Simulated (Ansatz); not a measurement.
**Molecular dynamics of C3H9ClSi (part 1 of 2)**

C3H9ClSi, SMILES CC(C)[SiH2]Cl, computed with UKS revPBE/def2-SVP (Ansatz 0.2.0).

The geometry comes from this level: PBE0-D4/def2-TZVP. Figures and captions count atoms from 1; the log counts them from 0 in places.

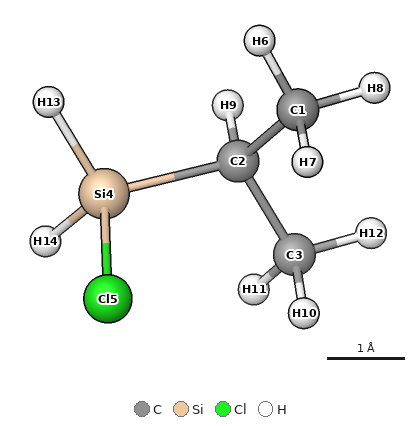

Figure 1. The starting structure (ball-and-stick view, seen at a tilt; atoms are numbered from 1 in the order of the input).

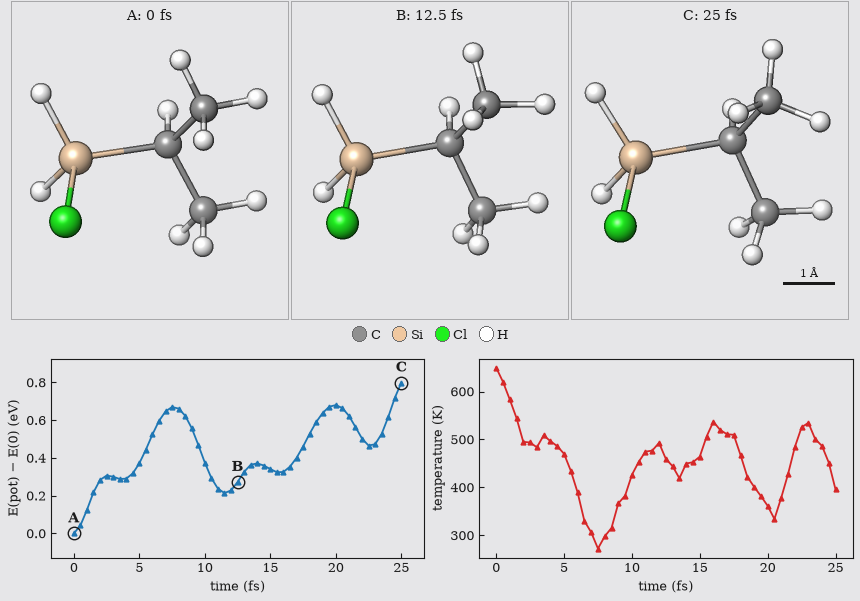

Figure 2. Frames of the molecular dynamics (ball-and-stick, seen at a tilt) above the curves, on which the letters mark them. The trajectory kept here has 51 frames over 25 fs. The temperature starts at 650 K, ranges from 273 to 650 K and averages 455 K over the second half. The potential energy ends 0.799 eV above its first value. After an unweighted best fit of the last frame on the first, the root-mean-square displacement is 0.34 Å, and H7 has moved furthest (0.72 Å).

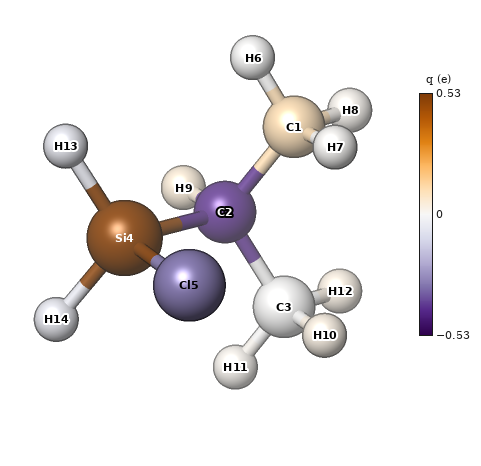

Figure 3. Mulliken charges, as the colour of each atom (ball-and-stick view, seen at a tilt; atoms are numbered from 1 in the order of the input). By element: C −0.42 to +0.12, Si +0.51, Cl −0.30 and H −0.05 to +0.06 e.

The input that produced these results follows, with the program's output.

### Input
```yaml
crystal:
  periodic: [false, false, false]
  atoms:
    - {symbol: C, position_ang: [0.083721, 0.997681, -1.145274]}
    - {symbol: C, position_ang: [-0.452123, 0.169162, 0.019042]}
    - {symbol: C, position_ang: [-0.748499, -1.268388, -0.399098]}
    - {symbol: Si, position_ang: [0.689631, 0.237738, 1.500771]}
    - {symbol: Cl, position_ang: [2.516681, -0.590452, 1.010822]}
    - {symbol: H, position_ang: [0.252507, 2.040428, -0.865018]}
    - {symbol: H, position_ang: [1.032276, 0.593436, -1.508959]}
    - {symbol: H, position_ang: [-0.620870, 0.986836, -1.982337]}
    - {symbol: H, position_ang: [-1.384977, 0.629591, 0.377079]}
    - {symbol: H, position_ang: [0.162166, -1.775414, -0.729351]}
    - {symbol: H, position_ang: [-1.177528, -1.854327, 0.417575]}
    - {symbol: H, position_ang: [-1.456955, -1.288917, -1.232713]}
    - {symbol: H, position_ang: [0.944158, 1.637452, 1.925591]}
    - {symbol: H, position_ang: [0.147112, -0.543927, 2.640571]}
basis:
  gaussian: {orbitals: def2-SVP}
magnetization: {spin_polarized: true, initial_magnetization: 0}
hamiltonian: {xc: {name: revPBE}}
md: {timestep: 0.5 fs, n_steps: 50, ensemble: nvt_langevin, temperature: 700, initial_velocities: maxwell_boltzmann, friction: 0.01, seed: 390}
```

Command:
```bash
ansatz run in.yaml --threads 4 --pin off --events-out ev --progress --plain --max-ram 10444MiB
```

### Log
```
Functional definition: revPBE
  name "revPBE"
  cite "Zhang & Yang, Phys. Rev. Lett. 80, 890 (1998) doi:10.1103/PhysRevLett.80.890"
  cite "Perdew, Burke & Ernzerhof, Phys. Rev. Lett. 77, 3865 (1996) doi:10.1103/PhysRevLett.77.3865"
  parameter kappa = 1.245
  parameter beta = 0.06672455060314922
  exchange = pbe_x(kappa = kappa, mu = beta*pi^2/3)
  correlation = pbe_c(beta = beta)
1387 factors; their error is unknown
mean field evaluation 1: about -23634.9677 eV, gradient 4.6e1 eV
mean field evaluation 2: about -23614.7252 eV, gradient 7.5e1 eV
mean field evaluation 4: about -23645.8403 eV, gradient 4.3e0 eV
mean field evaluation 8: about -23645.9270 eV, gradient 6.5e-2 eV
mean field evaluation 16: about -23645.8461 eV, gradient 1.3e-4 eV
mean field -23645.84610682 eV, -868.9688166955 hartree, gradient 3.4e-5 eV, S^2 0.000000; 0 other end points of the search recorded, 0 dependent functions left out
the calculation of the forces begins
reference -23645.84615192 eV, -868.9688183528 hartree; 29, 29 occupied and 94, 94 virtual orbitals, 1387 factors
md step     0: t =     0.00 fs  T =   650.0 K  F+E_penalty+E_count = -23645.84610682 eV  E_kin = 1.176266 eV  (30 SCF iters)
these checks for a lower state are left out or cut short: starts, cluster_reference, orbital_swaps, neighbouring_geometries, increment
1387 factors; their error is unknown
mean field -23645.80394184 eV, -868.9672671611 hartree, gradient 1.0e-5 eV, S^2 0.000000; 0 other end points of the search recorded, 0 dependent functions left out
the calculation of the forces begins
reference -23645.80398690 eV, -868.9672688170 hartree; 29, 29 occupied and 94, 94 virtual orbitals, 1387 factors
md step     1: t =     0.50 fs  T =   620.4 K  F+E_penalty+E_count = -23645.80394184 eV  E_kin = 1.122664 eV  (31 SCF iters)
[... from here on the SCF iterations and repeated set-up lines of each step are left out, up to the last step ...]
md step     2: t =     1.00 fs  T =   583.7 K  F+E_penalty+E_count = -23645.72115956 eV  E_kin = 1.056291 eV  (31 SCF iters)
md step     3: t =     1.50 fs  T =   544.8 K  F+E_penalty+E_count = -23645.62824216 eV  E_kin = 0.985938 eV  (31 SCF iters)
md step     4: t =     2.00 fs  T =   494.9 K  F+E_penalty+E_count = -23645.56255344 eV  E_kin = 0.895638 eV  (31 SCF iters)
md step     5: t =     2.50 fs  T =   493.8 K  F+E_penalty+E_count = -23645.53946619 eV  E_kin = 0.893577 eV  (31 SCF iters)
md step     6: t =     3.00 fs  T =   483.6 K  F+E_penalty+E_count = -23645.54519498 eV  E_kin = 0.875150 eV  (32 SCF iters)
md step     7: t =     3.50 fs  T =   508.5 K  F+E_penalty+E_count = -23645.55763305 eV  E_kin = 0.920142 eV  (31 SCF iters)
md step     8: t =     4.00 fs  T =   496.5 K  F+E_penalty+E_count = -23645.55566080 eV  E_kin = 0.898407 eV  (31 SCF iters)
md step     9: t =     4.50 fs  T =   486.1 K  F+E_penalty+E_count = -23645.52789088 eV  E_kin = 0.879643 eV  (31 SCF iters)
md step    10: t =     5.00 fs  T =   470.2 K  F+E_penalty+E_count = -23645.47427312 eV  E_kin = 0.850868 eV  (32 SCF iters)
md step    11: t =     5.50 fs  T =   434.7 K  F+E_penalty+E_count = -23645.40199481 eV  E_kin = 0.786629 eV  (32 SCF iters)
md step    12: t =     6.00 fs  T =   389.6 K  F+E_penalty+E_count = -23645.32169729 eV  E_kin = 0.705071 eV  (32 SCF iters)
md step    13: t =     6.50 fs  T =   330.1 K  F+E_penalty+E_count = -23645.24981979 eV  E_kin = 0.597375 eV  (32 SCF iters)
md step    14: t =     7.00 fs  T =   306.4 K  F+E_penalty+E_count = -23645.19942203 eV  E_kin = 0.554406 eV  (32 SCF iters)
md step    15: t =     7.50 fs  T =   272.5 K  F+E_penalty+E_count = -23645.17590869 eV  E_kin = 0.493186 eV  (32 SCF iters)
md step    16: t =     8.00 fs  T =   298.0 K  F+E_penalty+E_count = -23645.18460608 eV  E_kin = 0.539250 eV  (32 SCF iters)
md step    17: t =     8.50 fs  T =   315.5 K  F+E_penalty+E_count = -23645.22219354 eV  E_kin = 0.570969 eV  (32 SCF iters)
md step    18: t =     9.00 fs  T =   366.7 K  F+E_penalty+E_count = -23645.28819524 eV  E_kin = 0.663548 eV  (32 SCF iters)
md step    19: t =     9.50 fs  T =   382.9 K  F+E_penalty+E_count = -23645.37646877 eV  E_kin = 0.692868 eV  (31 SCF iters)
md step    20: t =    10.00 fs  T =   426.1 K  F+E_penalty+E_count = -23645.47091001 eV  E_kin = 0.771129 eV  (32 SCF iters)
md step    21: t =    10.50 fs  T =   453.2 K  F+E_penalty+E_count = -23645.55273188 eV  E_kin = 0.820137 eV  (32 SCF iters)
md step    22: t =    11.00 fs  T =   474.6 K  F+E_penalty+E_count = -23645.60886230 eV  E_kin = 0.858797 eV  (32 SCF iters)
md step    23: t =    11.50 fs  T =   476.8 K  F+E_penalty+E_count = -23645.63201825 eV  E_kin = 0.862900 eV  (32 SCF iters)
md step    24: t =    12.00 fs  T =   492.9 K  F+E_penalty+E_count = -23645.61805140 eV  E_kin = 0.891965 eV  (32 SCF iters)
md step    25: t =    12.50 fs  T =   459.5 K  F+E_penalty+E_count = -23645.57361900 eV  E_kin = 0.831467 eV  (32 SCF iters)
md step    26: t =    13.00 fs  T =   444.2 K  F+E_penalty+E_count = -23645.51957577 eV  E_kin = 0.803887 eV  (32 SCF iters)
md step    27: t =    13.50 fs  T =   419.0 K  F+E_penalty+E_count = -23645.48226603 eV  E_kin = 0.758291 eV  (32 SCF iters)
md step    28: t =    14.00 fs  T =   449.7 K  F+E_penalty+E_count = -23645.47465130 eV  E_kin = 0.813867 eV  (31 SCF iters)
md step    29: t =    14.50 fs  T =   452.6 K  F+E_penalty+E_count = -23645.48611907 eV  E_kin = 0.819121 eV  (32 SCF iters)
md step    30: t =    15.00 fs  T =   464.2 K  F+E_penalty+E_count = -23645.50484004 eV  E_kin = 0.840001 eV  (32 SCF iters)
md step    31: t =    15.50 fs  T =   505.9 K  F+E_penalty+E_count = -23645.52175931 eV  E_kin = 0.915580 eV  (31 SCF iters)
md step    32: t =    16.00 fs  T =   537.2 K  F+E_penalty+E_count = -23645.52031429 eV  E_kin = 0.972073 eV  (31 SCF iters)
md step    33: t =    16.50 fs  T =   519.9 K  F+E_penalty+E_count = -23645.49192475 eV  E_kin = 0.940892 eV  (32 SCF iters)
md step    34: t =    17.00 fs  T =   511.0 K  F+E_penalty+E_count = -23645.44569286 eV  E_kin = 0.924692 eV  (32 SCF iters)
md step    35: t =    17.50 fs  T =   509.7 K  F+E_penalty+E_count = -23645.38541395 eV  E_kin = 0.922381 eV  (32 SCF iters)
md step    36: t =    18.00 fs  T =   467.7 K  F+E_penalty+E_count = -23645.31767498 eV  E_kin = 0.846434 eV  (32 SCF iters)
md step    37: t =    18.50 fs  T =   422.3 K  F+E_penalty+E_count = -23645.25592778 eV  E_kin = 0.764260 eV  (32 SCF iters)
md step    38: t =    19.00 fs  T =   401.3 K  F+E_penalty+E_count = -23645.20713549 eV  E_kin = 0.726171 eV  (32 SCF iters)
md step    39: t =    19.50 fs  T =   382.1 K  F+E_penalty+E_count = -23645.17436387 eV  E_kin = 0.691430 eV  (31 SCF iters)
md step    40: t =    20.00 fs  T =   361.6 K  F+E_penalty+E_count = -23645.16576973 eV  E_kin = 0.654368 eV  (32 SCF iters)
md step    41: t =    20.50 fs  T =   334.1 K  F+E_penalty+E_count = -23645.18168758 eV  E_kin = 0.604630 eV  (32 SCF iters)
md step    42: t =    21.00 fs  T =   378.5 K  F+E_penalty+E_count = -23645.22271287 eV  E_kin = 0.684937 eV  (32 SCF iters)
md step    43: t =    21.50 fs  T =   427.5 K  F+E_penalty+E_count = -23645.28226078 eV  E_kin = 0.773663 eV  (32 SCF iters)
md step    44: t =    22.00 fs  T =   483.9 K  F+E_penalty+E_count = -23645.34325597 eV  E_kin = 0.875751 eV  (31 SCF iters)
md step    45: t =    22.50 fs  T =   525.5 K  F+E_penalty+E_count = -23645.38028930 eV  E_kin = 0.950912 eV  (32 SCF iters)
md step    46: t =    23.00 fs  T =   534.7 K  F+E_penalty+E_count = -23645.37327591 eV  E_kin = 0.967636 eV  (32 SCF iters)
md step    47: t =    23.50 fs  T =   500.9 K  F+E_penalty+E_count = -23645.31835654 eV  E_kin = 0.906411 eV  (32 SCF iters)
md step    48: t =    24.00 fs  T =   486.7 K  F+E_penalty+E_count = -23645.22930582 eV  E_kin = 0.880685 eV  (32 SCF iters)
md step    49: t =    24.50 fs  T =   451.9 K  F+E_penalty+E_count = -23645.12805641 eV  E_kin = 0.817831 eV  (32 SCF iters)
these checks for a lower state are left out or cut short: starts, cluster_reference, orbital_swaps, neighbouring_geometries, increment
1387 factors; their error is unknown
mean field -23645.04685451 eV, -868.9394447147 hartree, gradient 1.5e-5 eV, S^2 0.000000; 0 other end points of the search recorded, 0 dependent functions left out
the calculation of the forces begins
reference -23645.04689970 eV, -868.9394463755 hartree; 29, 29 occupied and 94, 94 virtual orbitals, 1387 factors
1387 factors; their error is unknown
mean field evaluation 416: about -23645.1272 eV, gradient 2.4e-1 eV
mean field -23645.04685451 eV, -868.9394447147 hartree, gradient 1.9e-5 eV, S^2 0.000000; 1 other end points of the search recorded, 0 dependent functions left out
the calculation of the forces begins
reference -23645.04689970 eV, -868.9394463755 hartree; 29, 29 occupied and 94, 94 virtual orbitals, 1387 factors
md step    50: t =    25.00 fs  T =   395.7 K  F+E_penalty+E_count = -23645.04685451 eV  E_kin = 0.716104 eV  (31 SCF iters)
Total energy: -23645.04689970 eV, -868.9394463755 hartree
Atom 0 at    -0.019370     1.016282    -1.310152 Å, force    -0.300326    -4.609222     0.297255 eV/Å
Atom 1 at    -0.551670     0.187377    -0.107365 Å, force    -1.254849    -0.362758     0.842904 eV/Å
Atom 2 at    -0.792267    -1.380204    -0.362951 Å, force    -1.185258     1.241270    -0.208696 eV/Å
Atom 3 at     0.641999     0.326702     1.459267 Å, force     0.434225    -0.064385    -0.323447 eV/Å
Atom 4 at     2.623896    -0.582068     1.131164 Å, force    -1.191150     0.603597    -0.025163 eV/Å
Atom 5 at    -0.337115     1.961393    -1.482189 Å, force    -1.723955     3.744104    -0.116186 eV/Å
Atom 6 at     1.007193     1.058555    -1.116387 Å, force     2.577305     0.222656    -0.419680 eV/Å
Atom 7 at    -0.199211     0.435223    -2.241233 Å, force     0.183640     0.118064    -0.014540 eV/Å
Atom 8 at    -1.588107     0.593404     0.258497 Å, force     1.342015    -0.416787    -0.362387 eV/Å
Atom 9 at     0.092603    -2.007878    -0.330060 Å, force     0.915218    -0.168772    -0.642011 eV/Å
Atom 10 at    -1.323316    -1.735347     0.525007 Å, force    -0.587596    -0.218763     0.370285 eV/Å
Atom 11 at    -1.473266    -1.614149    -1.261358 Å, force     0.931126     0.346622     0.774637 eV/Å
Atom 12 at     0.870640     1.764733     1.924188 Å, force     0.009812    -0.327072    -0.272342 eV/Å
Atom 13 at     0.101580    -0.439507     2.621138 Å, force    -0.150207    -0.108555     0.099370 eV/Å
Dipole moment:    -0.445309     0.126217    -0.127219 e Å
```

### Trajectory as extended XYZ (Å, eV, eV/Å), 15 of the 51 frames kept, from step=0 to step=50
```
14
Properties=species:S:1:pos:R:3:forces:R:3 step=0 time_fs=0.0 energy=-23645.84611 temperature=650.0
C     0.0837    0.9977   -1.1453   -0.0595   0.0054   0.0686
C    -0.4521    0.1692    0.0190    0.0538  -0.0654  -0.1382
C    -0.7485   -1.2684   -0.3991   -0.0362   0.0684   0.0479
Si    0.6896    0.2377    1.5008   -0.0994   0.1409   0.3196
Cl    2.5167   -0.5905    1.0108    0.6780  -0.2992  -0.1566
H     0.2525    2.0404   -0.8650    0.0913   0.5559   0.1069
H     1.0323    0.5934   -1.5090    0.4862  -0.1744  -0.2074
H    -0.6209    0.9868   -1.9823   -0.3462   0.0265  -0.4551
H    -1.3850    0.6296    0.3771   -0.4555   0.2323   0.1977
H     0.1622   -1.7754   -0.7294    0.4436  -0.2910  -0.1692
H    -1.1775   -1.8543    0.4176   -0.2361  -0.3358   0.4004
H    -1.4570   -1.2889   -1.2327   -0.3754  -0.0528  -0.4290
H     0.9442    1.6375    1.9256    0.0211   0.3494   0.1234
H     0.1471   -0.5439    2.6406   -0.1655  -0.1605   0.2908
14
Properties=species:S:1:pos:R:3:forces:R:3 step=4 time_fs=2.0 energy=-23645.56255 temperature=494.9
C     0.0890    1.0076   -1.1751   -2.6425  -3.0309  -0.4420
C    -0.4670    0.1538    0.0213   -0.1962   1.1293  -0.3260
C    -0.7519   -1.2648   -0.3812    0.3657   0.0033  -1.7089
Si    0.6918    0.2356    1.4888   -0.2085   0.5369   0.4188
Cl    2.5222   -0.5883    1.0230    0.6974  -0.3251  -0.1738
H     0.1394    1.9627   -0.8169    0.2941   3.5592   0.6367
H     1.0404    0.6732   -1.5046    1.5734  -0.5504  -0.4514
H    -0.6287    0.9169   -2.0537    0.5128   0.3061   0.6038
H    -1.4165    0.6651    0.3951    0.5283  -0.3541  -0.2373
H     0.1867   -1.7705   -0.7015   -0.1164  -0.0349  -0.0266
H    -1.1833   -1.8489    0.3942   -0.7422  -0.9475   1.2338
H    -1.4454   -1.2658   -1.2550    0.0444  -0.2070   0.0882
H     0.9249    1.6540    1.9035    0.0478   0.1750   0.0421
H     0.1386   -0.5034    2.6462   -0.1580  -0.2601   0.3428
```
